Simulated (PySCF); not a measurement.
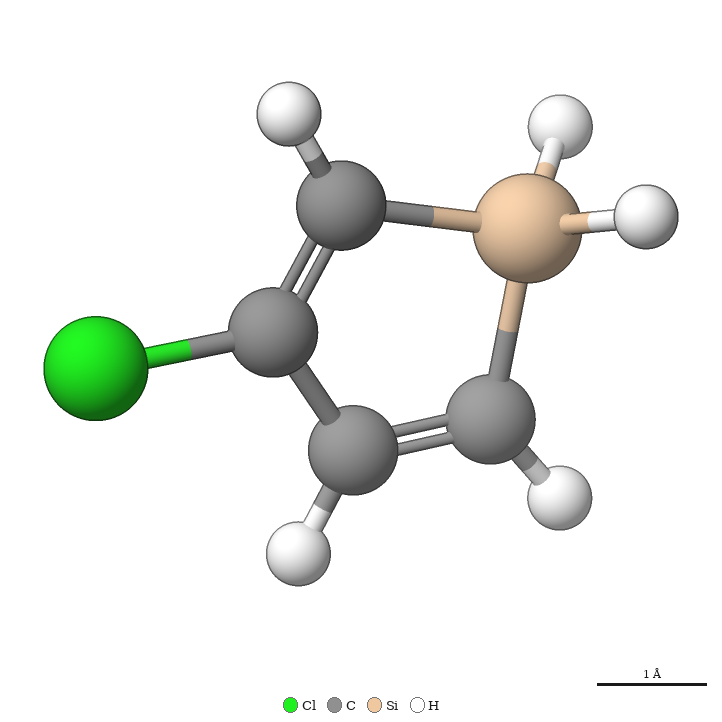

The picture shows a molecular structure as a ball-and-stick model. Double and triple bonds are drawn as two and three sticks.

Which formula does it have?

Answer. C₄H₅ClSi, 11 atoms: 4 carbon, 5 hydrogen, 1 chlorine and 1 silicon.

Name some functional groups or characteristic bonds that it holds.

Answer. Among them: alkene, C–Cl bond, Si–H bond.

How many atoms are distinct by symmetry?

Answer. 10: 1 Cl, 1 C, 1 C, 1 Si, 1 C, 1 C, 1 H, 2 H, 1 H, 1 H.

More results for the same structure follow; atom numbers are the same in all pictures, views and colours differ. Computed geometry: PBE0-D3(BJ)/def2-SVP optimisation. No frequency run is at hand to confirm it as a minimum.

**Geometry**

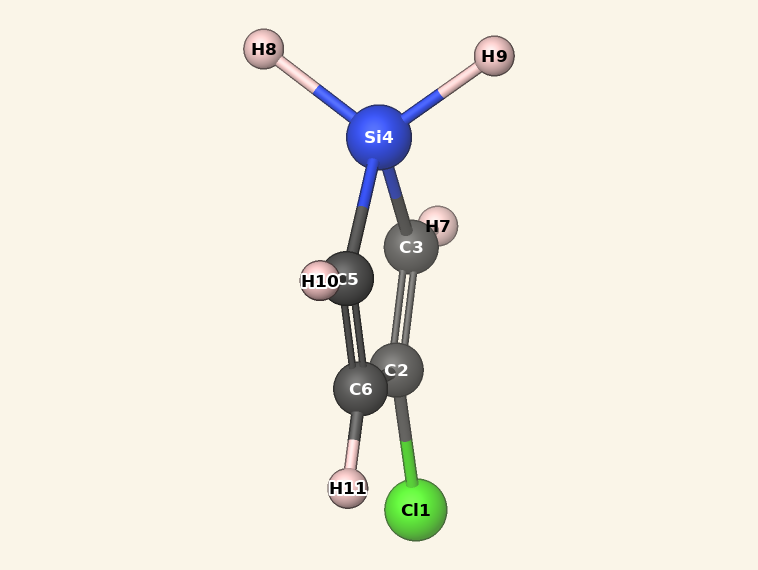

C2 lies behind C6. The molecule seen a little off the C6–C2 bond, C6 in front. Distant atoms are faded towards the background colour. No frequency run is at hand to confirm it as a minimum.

What is the torsion angle C5–C6–C2–Cl1? The sign is positive where the front bond must turn clockwise to cover the back bond.

Answer. 180°, antiperiplanar (anti).

**Excitation**

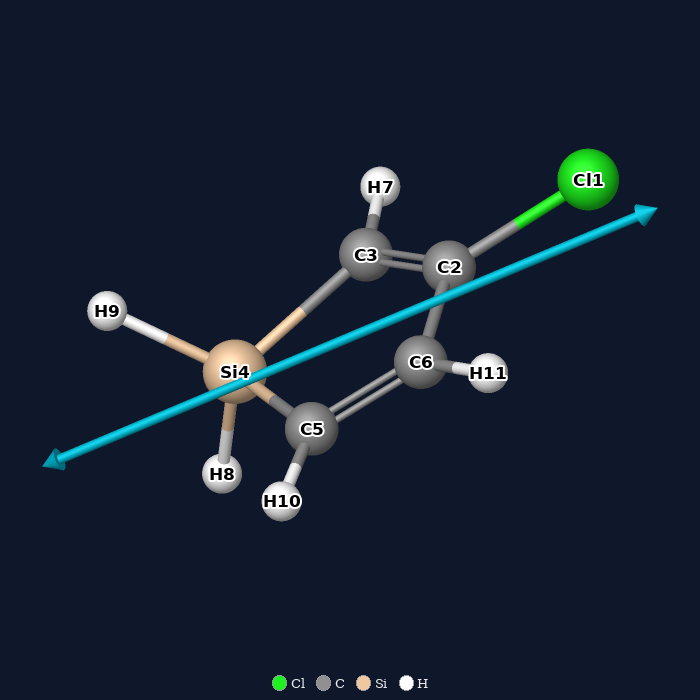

The double arrow shows the direction of the transition dipole to excited singlet state 9 (its length means nothing). No frequency run is at hand to confirm it as a minimum. Properties computed with TDDFT CAM-B3LYP/def2-SVPD, vertical, gas phase, core orbitals frozen in the response (PySCF 2.14.0).

How is the transition polarised?

Answer. Close to the long direction Cl1···Si4.

Where does the transition lie, and how strong is it?

Answer. 7.29 eV (170 nm), oscillator strength 0.27, mainly HOMO → LUMO+5 (weight 0.80); transition dipole 3.15 D.

**Polarisability**

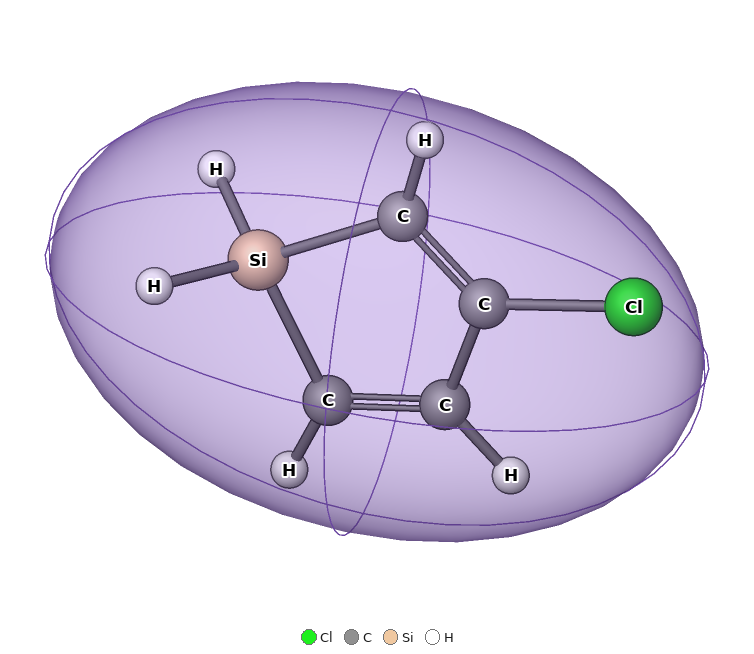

The ellipsoid shows the static dipole polarisability: its half-axes are proportional to the principal values. No frequency run is at hand to confirm it as a minimum. Level of theory: LC-wPBE/def2-SVPD (PySCF 2.14.0).

Give the principal values, the mean and the anisotropy.

Answer. Principal values 58.3, 78.9, 110.0 bohr³; mean 82.4 bohr³ (12.21 Å³); anisotropy 45.1 bohr³, so the longest axis is 1.89 times the shortest.

**Ring current**

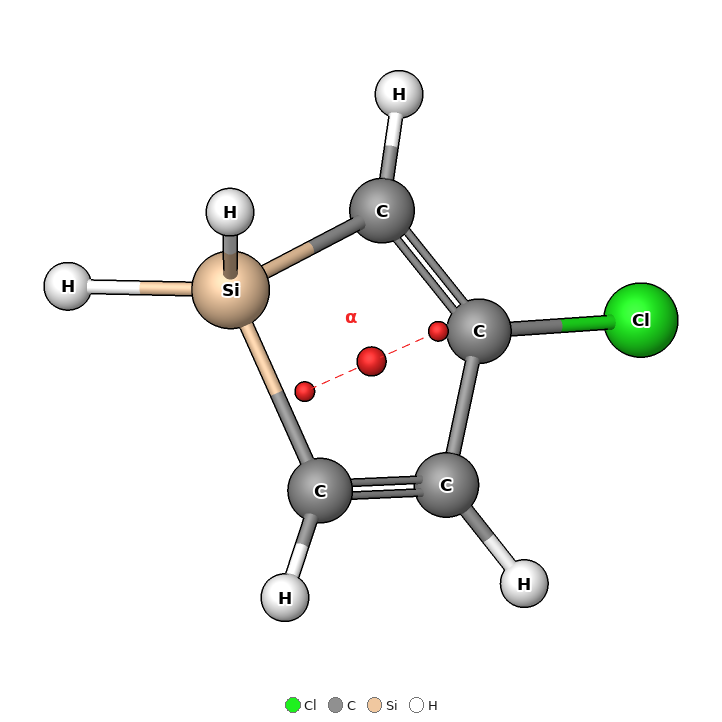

The small points mark where nucleus-independent chemical shifts (NICS) were computed: at the centre of each lettered ring and 1 Å above and below it. No frequency run is at hand to confirm it as a minimum. Properties computed with GIAO PBE0/pcSseg-2 NMR shielding, non-relativistic, gas phase (PySCF 2.14.0).

Give NICS(0), NICS(1) and the out-of-plane component NICS(1)zz for each ring (means of the two sides).

```
ring  members  NICS(0)  NICS(1)  NICS(1)zz
   α     C4Si     −0.5     −1.6        0.2
```

Values in ppm.

What do the values say about the ring currents?

Answer. Ring α: weak, as in a non-aromatic ring. NICS is one index among several.

**NMR shielding**

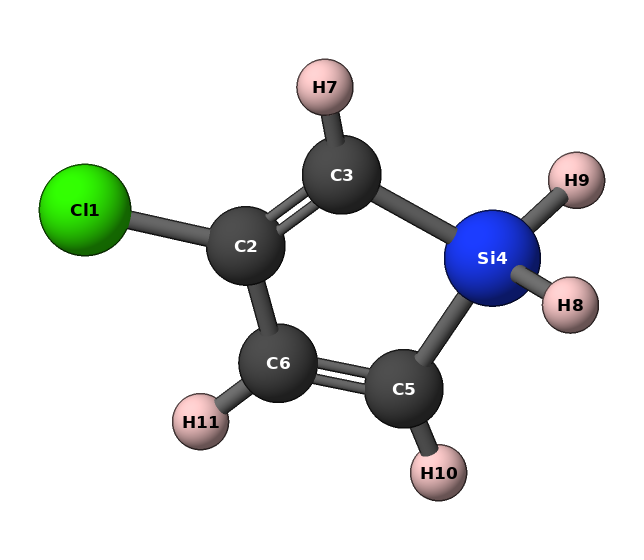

The questions are on isotropic NMR shieldings of the H atoms. No frequency run is at hand to confirm it as a minimum. Level of theory: GIAO KT3/pcSseg-2 NMR shielding, non-relativistic, gas phase (PySCF 2.14.0).

Which H atom is the most shielded (lowest chemical shift)?

Answer. H8, H9 (26.77 ppm).

Which H atom is the least shielded (highest chemical shift)?

Answer. H11 (24.29 ppm).

How wide is the range of H shifts?

Answer. 2.48 ppm.

List the isotropic NMR shieldings of the H atoms.

```tsv
atom	σ (ppm)
H7	25.52
H8	26.77
H9	26.77
H10	25.09
H11	24.29
```
